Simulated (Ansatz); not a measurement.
**Ge2H6 (digermane): r2SCAN0/6-31G(d) (spherical functions)**

What is the electronic atomisation energy of Ge2H6 (digermane) at r2SCAN0/6-31G* (spherical functions)? 

The calculation is run with Ansatz 0.2.0.

39 further runs of the same task are left out: 39 set aside as unsound or not needed.

## (1) The system as given

Ge2H6: 8 atoms, total charge 0, spin state singlet. As SMILES, `[GeH3][GeH3]`. The shape is that of a PBE0-D4/def2-TZVP optimisation.

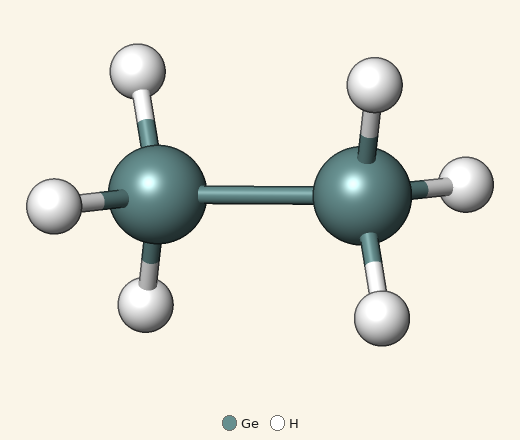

The structure, seen from a chosen angle (germanium teal, hydrogen white).

## (2) A single-point energy at r2SCAN0/6-31G(d) (spherical functions)

in.yaml reads:

```yaml
crystal:
  periodic: [false, false, false]
  atoms:
    - symbol: Ge
      position_ang: [-0.569150, 0.281910, -1.029950]
    - symbol: Ge
      position_ang: [0.569150, -0.281910, 1.029950]
    - symbol: H
      position_ang: [-0.360530, -0.825230, -2.075830]
    - symbol: H
      position_ang: [-2.077470, 0.442320, -0.780090]
    - symbol: H
      position_ang: [-0.023210, 1.601970, -1.597890]
    - symbol: H
      position_ang: [0.367430, 0.829100, 2.073090]
    - symbol: H
      position_ang: [2.076310, -0.450460, 0.778490]
    - symbol: H
      position_ang: [0.017470, -1.597700, 1.602230]
basis:
  gaussian:
    orbitals: 6-31G_st_-spherical.json
hamiltonian:
  xc: {name: r2SCAN0}
accuracy: high
output: {orbitals: {seedname: orbitals}}
```

The basis set 6-31G* is read from a file made from the Basis Set Exchange's data (not shown).

On the command line:

```sh
$ ansatz run in.yaml --threads 1 --pin off --max-ram 3480MiB --events-out events.jsonl --progress --plain --runs-dir runs
```

The log of the run:

```text
Warning: RAYON_NUM_THREADS=1 ignored (pool sized by the plan → 1); use --threads N
Functional definition: r2SCAN0
  name "r2SCAN0"
  parameter a = 0.25
  parameter k0 = 0.174
  parameter k1 = 0.065
  parameter a1 = 4.9479
  exchange = (1 - a)*r2scan_x(k0 = k0, k1 = k1, a1 = a1) + a*exact_x
  correlation = r2scan_c
1611 factors; integrals over basis functions are off by at most 8.5e-9 eV
mean field evaluation 1: about -113116.2962 eV, gradient 1.2e1 eV
mean field evaluation 2: about -113116.4193 eV, gradient 9.0e0 eV
mean field evaluation 4: about -113116.4712 eV, gradient 2.9e-1 eV
mean field evaluation 8: about -113116.5850 eV, gradient 5.2e-3 eV
mean field evaluation 16: about -113116.5850 eV, gradient 1.5e-7 eV
mean field -113116.58501164 eV, -4156.9578260026 hartree, gradient 4.0e-8 eV, S^2 0.000000; 0 other end points of the search recorded, 0 dependent functions left out
reference -113116.58501256 eV, -4156.9578260363 hartree; 35, 35 occupied and 41, 41 virtual orbitals, 1611 factors
Total energy: -113116.58501256 eV, -4156.9578260363 hartree
```

Wall time 6.9 s (1 thread of Intel Xeon 6975P-C (Granite Rapids), shared host); peak memory 0.33 GiB.

## (3) The Ge atom at the same level

run.yaml reads:

```yaml
crystal:
  periodic: [false, false, false]
  atoms:
    - {symbol: Ge, position_ang: [0.000000, 0.000000, 0.000000]}
basis:
  gaussian: {orbitals: 6-31G_st_-spherical.json}
magnetization: {spin_polarized: true, initial_magnetization: 2}
hamiltonian: {xc: {name: r2SCAN0}}
accuracy: high
```

The basis set 6-31G* is read from a file made from the Basis Set Exchange's data (not shown).

Run the same way, it converges to -2076.60405 Eh (log not shown).

## (4) The H atom, same level

in.yaml reads:

```yaml
crystal:
  periodic: [false, false, false]
  atoms:
    - {symbol: H, position_ang: [0.000000, 0.000000, 0.000000]}
basis:
  gaussian:
    orbitals: "6-31G*"
magnetization:
  spin_polarized: true
  initial_magnetization: 1
hamiltonian:
  xc: {name: r2SCAN0}
accuracy: high
```

Run the same way, it converges to -0.49823 Eh (log not shown).

## (5) Outcome

At r2SCAN0/6-31G* (spherical functions):

```
                     quantity           value
       molecule: total energy  -4156.95783 Eh
        molecule: HOMO energy        -8.28 eV
        molecule: LUMO energy         0.70 eV
      molecule: HOMO–LUMO gap         8.98 eV
        Ge atom: total energy  -2076.60405 Eh
                Ge atom: ⟨S²⟩           2.004
         H atom: total energy     -0.49823 Eh
                 H atom: ⟨S²⟩           0.750
electronic atomisation energy       20.690 eV
```

What this shows: Taking the molecule apart into free atoms costs 20.69 eV (477 kcal/mol), before zero-point energy and without spin-orbit coupling.
